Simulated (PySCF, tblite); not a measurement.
# C₅H₉BO₃: infrared bands, NMR shifts and electronic excitations in gas and solvents, part 1 of 2

Aim: compute the infrared bands, NMR shifts and electronic excitations of C₅H₉BO₃ (`CC(=O)[C@@H]1CCOBO1`), and see what a dielectric continuum does where one was used.

Computed with tblite 0.8.0 and PySCF 2.14.0, with density-fitted response routines of our own, on a single molecule, in the gas phase or a continuum. Atoms count from 0, in the outputs and in this text.

## 1. The molecule as given

18 atoms, charge 0, multiplicity 1; geometry from: force field or distance geometry start.

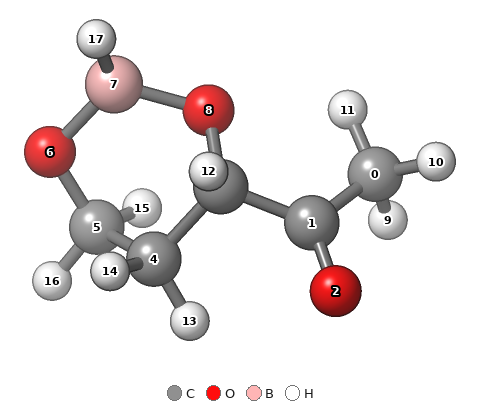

The starting geometry (carbon grey, oxygen red, boron pink, hydrogen white), atoms numbered.

## 2. Geometry optimisation with GFN2-xTB

What the job is given:

```
{"job": {"kind": "relax", "xc": "GFN2-xTB", "basis": "xTB"}, "charge": 0, "multiplicity": 1}
C      2.371800    -0.410000    -0.782100
C      1.541000     0.431600     0.134100
O      2.036100     0.901100     1.162500
C      0.125000     0.658600    -0.230900
C     -0.764600     0.215300     0.928900
C     -1.715300    -0.872800     0.443700
O     -2.524900    -0.320400    -0.552100
B     -1.667500     0.220700    -1.624300
O     -0.216800     0.016500    -1.415900
H      2.604700    -1.335400    -0.203700
H      3.278900     0.158800    -1.021100
H      1.837300    -0.639500    -1.725000
H     -0.042000     1.731400    -0.337000
H     -0.130800    -0.111000     1.766200
H     -1.363200     1.102400     1.270400
H     -1.101000    -1.679200     0.006600
H     -2.303900    -1.285000     1.289800
H     -1.973600     1.223100    -2.180700
```

Command:

```sh
> OMP_NUM_THREADS=1 python probes_run.py task.json out
```

This one command runs all jobs of the session in turn.

What it wrote:

```text
step      E/eV     max force
  0    -782.46122    3.416
  1    -782.84049    2.638
  2    -782.96012    1.921
  3    -783.05265    0.859
  4    -783.11049    0.816
  5    -783.17959    0.875
  6    -783.24278    0.710
  7    -783.28190    0.849
  8    -783.32681    0.872
  9    -783.38634    0.658
 10    -783.43803    0.640
 11    -783.48483    0.595
 12    -783.53150    0.626
 13    -783.58169    0.602
 14    -783.63054    0.469
 15    -783.66667    0.438
 16    -783.69314    0.391
 17    -783.71487    0.358
 18    -783.72899    0.415
 19    -783.74235    0.250
 20    -783.75359    0.212
 21    -783.76888    0.264
 22    -783.77735    0.263
 23    -783.78740    0.218
 24    -783.79601    0.282
 25    -783.80810    0.311
 26    -783.82118    0.316
 27    -783.83360    0.278
 28    -783.84381    0.291
 29    -783.85392    0.302
 30    -783.86504    0.304
 31    -783.87856    0.295
 32    -783.89216    0.272
 33    -783.90150    0.249
 34    -783.91076    0.216
 35    -783.92087    0.236
 36    -783.92904    0.235
 37    -783.93597    0.276
 38    -783.94213    0.256
 39    -783.94958    0.170
 40    -783.95566    0.207
 41    -783.96164    0.188
 42    -783.96701    0.197
 43    -783.97351    0.264
 44    -783.98100    0.259
 45    -783.99100    0.297
 46    -784.00081    0.282
 47    -784.00842    0.216
 48    -784.01314    0.183
 49    -784.01759    0.155
 50    -784.02091    0.179
 51    -784.02444    0.202
 52    -784.02773    0.155
 53    -784.03068    0.120
 54    -784.03298    0.159
 55    -784.03536    0.176
 56    -784.03810    0.175
 57    -784.04128    0.137
 58    -784.04470    0.152
 59    -784.04810    0.145
 60    -784.05139    0.184
 61    -784.05468    0.181
 62    -784.05798    0.184
 63    -784.06065    0.151
 64    -784.06281    0.093
 65    -784.06409    0.079
 66    -784.06491    0.066
 67    -784.06549    0.056
 68    -784.06603    0.061
 69    -784.06645    0.046
 70    -784.06676    0.038
 71    -784.06702    0.037
 72    -784.06729    0.036
 73    -784.06757    0.040
 74    -784.06782    0.037
 75    -784.06801    0.031
 76    -784.06815    0.028
 77    -784.06830    0.034
 78    -784.06851    0.048
 79    -784.06880    0.056
 80    -784.06913    0.050
 81    -784.06945    0.040
 82    -784.06975    0.042
 83    -784.07008    0.043
 84    -784.07049    0.055
 85    -784.07095    0.061
 86    -784.07149    0.053
 87    -784.07223    0.069
 88    -784.07339    0.094
 89    -784.07514    0.119
 90    -784.07756    0.127
 91    -784.08053    0.120
 92    -784.08375    0.146
 93    -784.08178    0.404
 94    -784.08807    0.173
 95    -784.09076    0.175
 96    -784.09278    0.254
 97    -784.09531    0.190
 98    -784.09916    0.229
 99    -784.10137    0.294
100    -784.10487    0.115
101    -784.10625    0.091
102    -784.10751    0.098
103    -784.10832    0.073
104    -784.10955    0.054
105    -784.11032    0.062
106    -784.11100    0.053
107    -784.11153    0.057
108    -784.11202    0.044
109    -784.11245    0.050
110    -784.11283    0.036
111    -784.11306    0.046
112    -784.11321    0.029
113    -784.11330    0.026
114    -784.11339    0.021
115    -784.11344    0.016
116    -784.11349    0.018
117    -784.11353    0.015
118    -784.11357    0.012
119    -784.11359    0.012
120    -784.11362    0.014
121    -784.11365    0.013
122    -784.11368    0.016
123    -784.11372    0.014
124    -784.11375    0.012
125    -784.11377    0.014
126    -784.11378    0.012
127    -784.11380    0.012
128    -784.11381    0.009
```

Wall time 1.4 s (1 thread of Arm Neoverse N1, shared host); peak memory 0.18 GiB.

Along the way: (not every step is listed)

```
step  energy from step 0 (eV)  largest force (eV/Å)
   0                   0.0000                3.4160
   1                  -0.3793                2.6379
   2                  -0.4989                1.9214
   3                  -0.5914                0.8587
   4                  -0.6493                0.8159
   5                  -0.7184                0.8747
   6                  -0.7816                0.7105
   7                  -0.8207                0.8494
   8                  -0.8656                0.8719
  19                  -1.2811                0.2505
  30                  -1.4038                0.3044
  41                  -1.5004                0.1881
  52                  -1.5665                0.1553
  63                  -1.5994                0.1513
  74                  -1.6066                0.0372
  85                  -1.6097                0.0615
  96                  -1.6316                0.2537
 107                  -1.6503                0.0568
 118                  -1.6523                0.0117
 123                  -1.6525                0.0140
 124                  -1.6525                0.0119
 125                  -1.6526                0.0141
 126                  -1.6526                0.0121
 127                  -1.6526                0.0119
 128                  -1.6526                0.0091
```

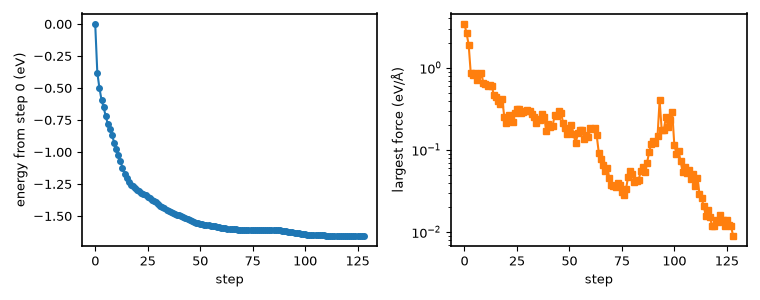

Energy and largest force along the relaxation.

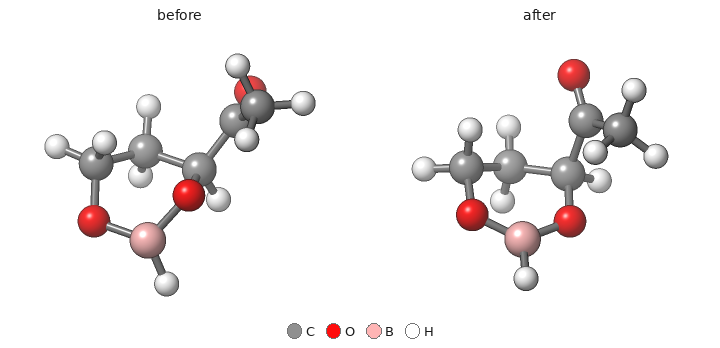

Before and after, at one scale.

Distances of close pairs at the start and the end, largest changes first:

```
  bond  before (Å)  after (Å)  change (Å)
 O6–B7       1.476      1.346      -0.129
 B7–O8       1.480      1.357      -0.123
 C1–C3       1.480      1.537      +0.057
C4–H14       1.123      1.092      -0.032
 C1–O2       1.234      1.205      -0.030
 C0–H9       1.116      1.087      -0.029
 C3–O8       1.390      1.412      +0.021
C0–H11       1.108      1.089      -0.019
```

The next job starts from the end point, and lists it.

## 3. Infrared spectrum with GFN2-xTB

What the job is given:

```
{"job": {"kind": "ir", "xc": "GFN2-xTB", "basis": "xTB"}, "charge": 0, "multiplicity": 1}
C      2.158480    -0.338391    -1.049195
C      1.421610    -0.045571     0.222457
O      1.747912    -0.468777     1.302028
C      0.208079     0.884553     0.070498
C     -0.901852     0.499752     1.055140
C     -1.556683    -0.791692     0.568574
O     -1.955510    -0.698420    -0.785836
B     -1.313791     0.142586    -1.618430
O     -0.264131     0.924009    -1.259115
H      3.044627    -0.932047    -0.842302
H      2.430032     0.597142    -1.533252
H      1.499940    -0.874051    -1.730980
H      0.576796     1.896379     0.304146
H     -0.475812     0.357677     2.047415
H     -1.646527     1.297274     1.083618
H     -0.853814    -1.628460     0.669392
H     -2.454511    -1.017989     1.152839
H     -1.673604     0.202344    -2.727692
```

What it wrote:

```text
mode    cm-1     km/mol
  1      28.1      8.34
  2      81.2      1.12
  3     107.7      0.51
  4     168.8      7.70
  5     260.5      2.32
  6     295.8      2.90
  7     379.1      5.20
  8     428.1      5.73
  9     443.4     11.50
 10     496.5     16.64
 11     527.7      5.89
 12     618.6      9.46
 13     719.6     12.48
 14     773.9     73.40
 15     788.6      9.55
 16     873.0      7.48
 17     913.5      2.85
 18     949.2     12.91
 19     966.2     11.41
 20     989.0      1.54
 21     998.1     12.74
 22    1035.0      5.50
 23    1067.1      8.58
 24    1120.5     33.53
 25    1153.3    109.39
 26    1164.0    106.38
 27    1186.8     54.18
 28    1194.5    136.31
 29    1241.0     70.23
 30    1246.4    125.87
 31    1284.0    121.86
 32    1316.0      6.44
 33    1337.8    105.06
 34    1362.8     41.44
 35    1436.8     12.07
 36    1440.0     24.54
 37    1445.4      3.43
 38    1476.9      3.91
 39    1774.6    292.94
 40    2672.1    141.32
 41    2854.2     25.55
 42    2905.3     31.02
 43    2942.6     34.28
 44    2989.7     33.71
 45    3016.1     11.44
 46    3020.7      3.15
 47    3036.8      1.16
 48    3057.5     13.63
```

Run time: 0.98 s. Hardware: 1 thread of Arm Neoverse N1, shared host; peak memory 0.18 GiB.

Which atoms move in the most intense modes:

```
cm⁻¹  km/mol                                 atoms
1153   109.4   C1 40 %, H9 14 %, H12 12 %, C0 10 %
1164   106.4  H14 15 %, B7 14 %, H13 13 %, O8 12 %
1194   136.3   O6 17 %, O8 13 %, H12 13 %, B7 11 %
1246   125.9  C3 22 %, B7 16 %, H13 16 %, H12 14 %
1284   121.9            H12 50 %, C3 13 %, B7 12 %
1338   105.1  H15 33 %, H16 25 %, C5 14 %, B7 10 %
1775   292.9                      C1 62 %, O2 37 %
2672   141.3                              H17 92 %
```

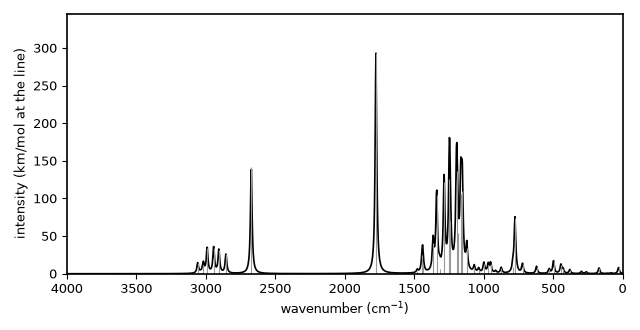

The infrared spectrum from these modes, unscaled. Lines are broadened to a width of 14 cm⁻¹ (Lorentzian).

## 4. Relaxing the molecule at PBE0-D3(BJ)/def2-SVP

What the job is given:

```
{"job": {"xc": "PBE0", "basis": "def2-SVP", "d3": "d3bj", "grid": 1, "shake": 0.01, "kind": "geom"}, "charge": 0, "multiplicity": 1}
C      2.178890    -0.363950    -1.045010
C      1.415930    -0.050100     0.220300
O      1.727710    -0.471100     1.293380
C      0.241310     0.886810     0.066970
C     -0.904660     0.493070     1.044590
C     -1.560590    -0.786870     0.566190
O     -1.945930    -0.700420    -0.785590
B     -1.298330     0.148040    -1.623480
O     -0.265960     0.929410    -1.239760
H      3.041930    -0.934480    -0.832280
H      2.421170     0.594220    -1.524430
H      1.505740    -0.873140    -1.724280
H      0.548510     1.906590     0.294550
H     -0.492500     0.360440     2.054420
H     -1.650970     1.286510     1.083880
H     -0.854340    -1.614400     0.676870
H     -2.452570    -1.006870     1.150780
H     -1.682860     0.208180    -2.721870
```

What it wrote:

```text
step   0  E = -445.73492631  max force = 0.038063
step   1  E = -445.74048254  max force = 0.007202
step   2  E = -445.74065532  max force = 0.002977
step   3  E = -445.74068018  max force = 0.002846
step   4  E = -445.74075546  max force = 0.000348
step   5  E = -445.74076820  max force = 0.000252
optimisation converged
```

It took 2.5 min on 1 thread of Arm Neoverse N1, shared host; peak memory 0.79 GiB.

The steps of the relaxation:

```
step  energy from step 0 (eV)  largest force component (eV/Å)
   0                   0.0000                          1.9573
   1                  -0.1512                          0.3703
   2                  -0.1559                          0.1531
   3                  -0.1566                          0.1463
   4                  -0.1586                          0.0179
   5                  -0.1590                          0.0130
```

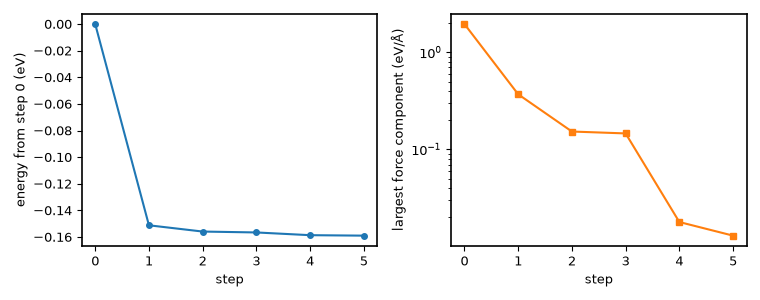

Energy and largest force along the relaxation.

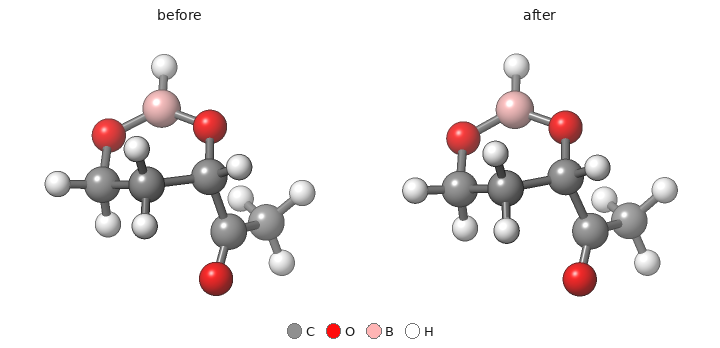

Before and after, at one scale.

Close pairs (by a distance rule), those that changed most:

```
  bond  before (Å)  after (Å)  change (Å)
 C0–H9       1.056      1.097      +0.040
B7–H17       1.165      1.205      +0.039
 C3–C4       1.557      1.520      -0.037
 C1–C3       1.510      1.534      +0.024
C3–H12       1.089      1.106      +0.017
C0–H11       1.083      1.100      +0.017
 B7–O8       1.350      1.365      +0.015
 C1–O2       1.194      1.207      +0.013
```

The next job starts from the end point, and lists it.

```
                         at the end point                value
  point group (found at 0.08 Å tolerance)                   C1
rotational constants (GHz, main isotopes)  2.699, 1.443, 1.161
                        dipole moment (D)                 0.89
```

## 5. Shielding tensors: PBE0/pcSseg-1

What the job is given:

```
{"job": {"kind": "nmr", "xc": "PBE0", "basis": "pcSseg-1"}, "charge": 0, "multiplicity": 1}
C      2.054101    -0.296790    -1.251250
C      1.288739    -0.035547     0.012905
O      1.646643    -0.434821     1.094520
C      0.024983     0.827437    -0.097435
C     -1.031011     0.431712     0.921457
C     -1.708744    -0.851821     0.484749
O     -2.170377    -0.766919    -0.850391
B     -1.563574     0.058752    -1.735344
O     -0.484515     0.830465    -1.413559
H      2.979258    -0.835561    -1.013948
H      2.277134     0.650946    -1.765074
H      1.441419    -0.883365    -1.952257
H      0.374760     1.855537     0.114444
H     -0.546924     0.297700     1.898873
H     -1.774158     1.240260     1.008909
H     -1.011602    -1.703934     0.569343
H     -2.575882    -1.077237     1.123804
H     -1.984462     0.115433    -2.862698
```

Method: GIAO PBE0/pcSseg-1 NMR shielding, non-relativistic, gas phase.

What it wrote:

```text
coarse grid: 15360 points
cycle   1  E = -445.7137042607  dE =  1.442e+00  |g| = 1.055e+00  |ddm| = 3.729e+00
cycle   2  E = -445.2486262691  dE =  4.651e-01  |g| = 1.899e+00  |ddm| = 2.516e+00
cycle   3  E = -445.9065047780  dE = -6.579e-01  |g| = 2.707e-01  |ddm| = 1.945e+00
cycle   4  E = -445.9197213535  dE = -1.322e-02  |g| = 9.655e-02  |ddm| = 2.687e-01
cycle   5  E = -445.9212248874  dE = -1.504e-03  |g| = 2.257e-02  |ddm| = 7.891e-02
cycle   6  E = -445.9213280263  dE = -1.031e-04  |g| = 6.143e-03  |ddm| = 1.960e-02
cycle   7  E = -445.9213354289  dE = -7.403e-06  |g| = 1.416e-03  |ddm| = 5.486e-03
final grid: 149224 points
cycle   8  E = -446.0051145782  dE = -2.412e-05  |g| = 1.589e-02  |ddm| = 2.761e-02
cycle   9  E = -446.0050136703  dE =  1.009e-04  |g| = 2.836e-02  |ddm| = 3.058e-02
cycle  10  E = -446.0051600577  dE = -1.464e-04  |g| = 3.321e-03  |ddm| = 2.165e-02
cycle  11  E = -446.0051620959  dE = -2.038e-06  |g| = 3.664e-04  |ddm| = 2.482e-03
cycle  12  E = -446.0051621170  dE = -2.108e-08  |g| = 1.619e-04  |ddm| = 4.079e-04
cycle  13  E = -446.0051621222  dE = -5.204e-09  |g| = 3.233e-05  |ddm| = 1.424e-04
cycle  14  E = -446.0051621224  dE = -1.779e-10  |g| = 1.572e-05  |ddm| = 3.474e-05
converged SCF energy = -446.0051621224

GIAO shielding tensors (ppm)
atom      isotropic    diamagn.    paramagn.     s11        s22        s33       span
  0 C      155.238     251.521     -96.283    133.075    148.174    184.466     51.391
  1 C      -31.689     251.797    -283.487   -112.373    -74.167     91.473    203.846
  2 O     -332.496     402.404    -734.901   -932.844   -410.608    345.963   1278.807
  3 C      106.247     251.332    -145.085     91.279    105.513    121.949     30.670
  4 C      156.194     252.658     -96.464    147.380    159.837    161.365     13.984
  5 C      124.569     247.144    -122.575    104.304    108.212    161.191     56.888
  6 O      198.417     393.307    -194.891     64.515    187.329    343.406    278.890
  7 B       76.991     198.344    -121.353     60.413     73.868     96.691     36.278
  8 O      195.627     396.977    -201.351     62.944    188.592    335.343    272.399
  9 H       29.263      28.225       1.038     25.776     27.496     34.517      8.742
 10 H       28.688      28.689      -0.001     24.976     28.437     32.650      7.674
 11 H       28.639      30.015      -1.377     24.415     30.067     31.434      7.019
 12 H       27.244      31.659      -4.415     23.645     27.145     30.942      7.297
 13 H       28.744      32.040      -3.297     24.153     27.182     34.896     10.743
 14 H       29.577      31.145      -1.567     25.612     27.596     35.524      9.911
 15 H       27.630      31.234      -3.604     24.142     26.704     32.045      7.903
 16 H       27.517      28.492      -0.975     22.739     26.796     33.017     10.278
 17 H       27.065      29.032      -1.967     23.797     26.254     31.144      7.348
```

Run time: 61 s. Hardware: 1 thread of Arm Neoverse N1, shared host; peak memory 0.9 GiB.

The references, computed at this level on geometries of the same kind, shield at (ppm): 1H TMS 31.27, 13C TMS 184.4, 17O H2O 334.6, 11B BF3·OEt2 100.7. Their shielding less the atom's gives the shift. The references are single molecules in the gas phase, so shifts against H2O, NH3, PH3, H3PO4 or CFCl3 are not on the usual liquid scales and can be off by tens of ppm. Atoms listed in one row are averaged.

```
       atoms                                              environment  σ (ppm)  δ (ppm)  δ scaled to CDCl3
          C1                                   ketone carbonyl carbon    -31.7    216.1              209.3
          C3                      sp3 CH bonded to O, α to a carbonyl    106.2     78.2               75.4
          C5                                      sp3 CH2 bonded to O    124.6     59.8               57.6
          C0                            methyl carbon α to a carbonyl    155.2     29.2               27.8
          C4                                        sp3 CH2 in a ring    156.2     28.2               26.9
         H17  hydrogen on a boron bonded to 2 O, in a 6-membered ring    27.07     4.20                  –
         H12       hydrogen on an sp3 CH bonded to O, α to a carbonyl    27.24     4.02               4.03
         H16                       hydrogen on an sp3 CH2 bonded to O    27.52     3.75               3.77
         H15                       hydrogen on an sp3 CH2 bonded to O    27.63     3.64               3.66
         H13                         hydrogen on an sp3 CH2 in a ring    28.74     2.52               2.61
H9, H10, H11              hydrogen on a methyl carbon α to a carbonyl    28.86     2.40               2.49
         H14                         hydrogen on an sp3 CH2 in a ring    29.58     1.69               1.82
          O2                                            ketone oxygen   -332.5    667.1                  –
          O8              oxygen bonded to C, B, in a 6-membered ring    195.6    138.9                  –
          O6              oxygen bonded to C, B, in a 6-membered ring    198.4    136.1                  –
          B7             boron bonded to 2 O, H, in a 6-membered ring     77.0     23.7                  –
```

The scaled column applies a straight-line fit of computed shieldings to shifts measured in CDCl3 (root-mean-square error 0.21 ppm for H, 2.0 ppm for C).

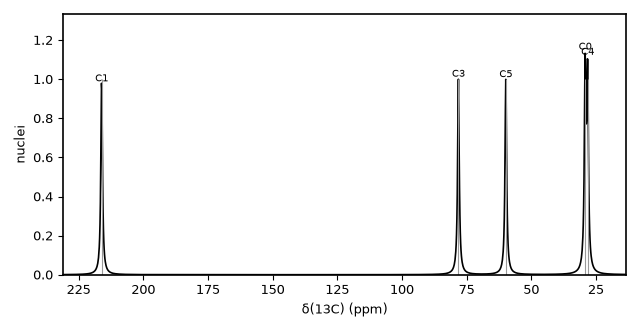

13C lines at the computed shifts, without couplings. Lines are broadened to a width of 0.75 ppm (Lorentzian).

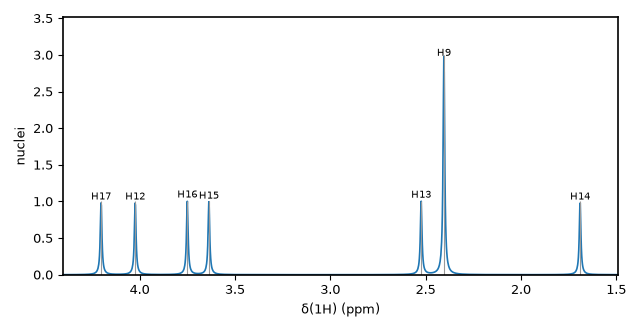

1H lines at the computed shifts, without couplings. Lines are broadened to a width of 0.01 ppm (Lorentzian).

Charges from the same density, by scheme (e):

```
atoms  Mulliken    IAO  Hirshfeld  ESP fit
   C0     -0.25  -0.47      -0.12    -0.53
   C1      0.15   0.38       0.17     0.55
   O2     -0.36  -0.41      -0.22    -0.50
   C3      0.02   0.03       0.04     0.49
   C4     -0.26  -0.29      -0.08    -0.43
   C5      0.07  -0.05       0.01     0.46
   O6     -0.50  -0.40      -0.18    -0.61
   B7      0.50   0.35       0.20     0.69
   O8     -0.51  -0.41      -0.17    -0.63
```

Hirshfeld charges:

C0 -0.12; C1 0.17; O2 -0.22; C3 0.04; C4 -0.08; C5 0.01; O6 -0.18; B7 0.20; O8 -0.17; H9 0.05; H10 0.06; H11 0.06; H12 0.06; H13 0.05; H14 0.05; H15 0.04; H16 0.05; H17 -0.06

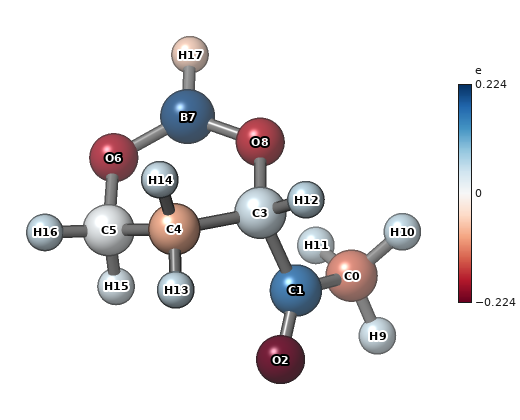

Hirshfeld charges, as colours on the atoms.

Mayer bond orders: C0–C1 1.02, C1–O2 2.01, C1–C3 0.88, C3–C4 1.06, C4–C5 1.04, C5–O6 0.87, O6–B7 1.19, B7–O8 1.12, O8–C3 0.87.

Ring of atoms C3, C4, C5, O6, B7, O8: NICS(0) -1.8, NICS(1) -1.8, NICS(1)zz 0.6 ppm (means of both faces).

(Continued in part 2 of 2.)
